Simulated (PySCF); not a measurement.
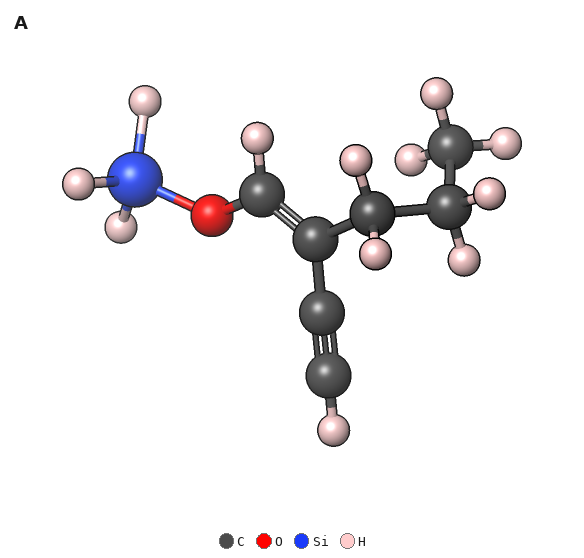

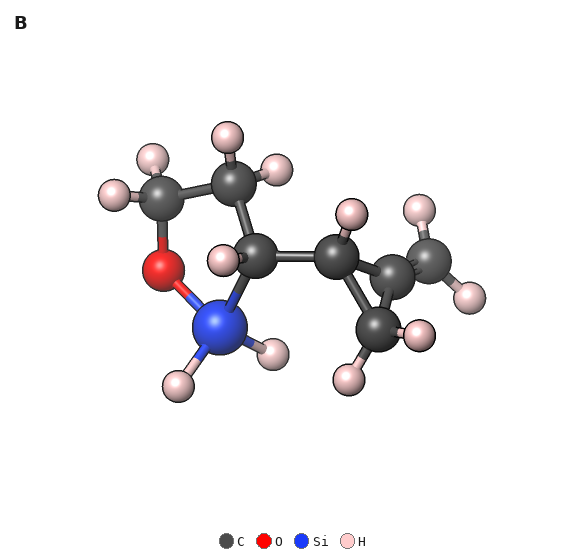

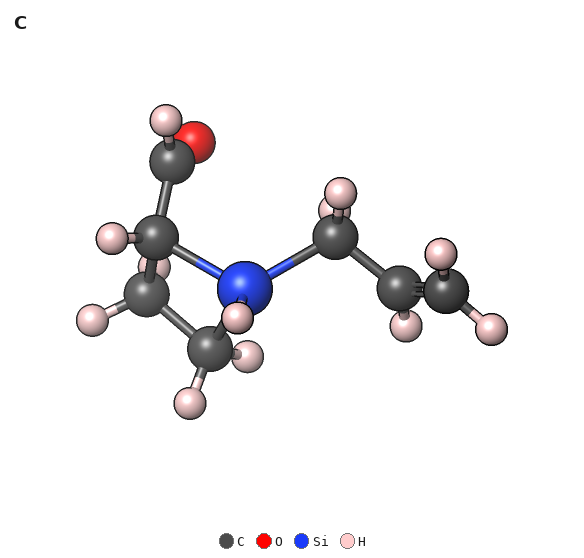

3 stationary structures of one formula. Geometries: GFN2-xTB. Electronic energies: PBE0/pcSseg-1 (PySCF 2.14.0), without zero-point energy. No frequency run is at hand to confirm each as a minimum. Each is one conformer, not always the lowest.

Are they conformers, stereoisomers or constitutional isomers?

They are constitutional isomers of C7H12OSi: A `C#C/C(=C\O[SiH3])CCC`, B `C=C1C[C@@H]1[C@H]1CCO[SiH2]1`, C `C=CC[Si@@H]1CC[C@@H]1C=O`.

Which structure is the most stable?

C is lowest; B lies 10.6 kJ/mol above it, A lies 88.4 kJ/mol above it.

The geometry is semi-empirical. Around Si such bond lengths and angles can be off by a tenth of an ångström or more and by several degrees, and values that hang on the shape move with them.
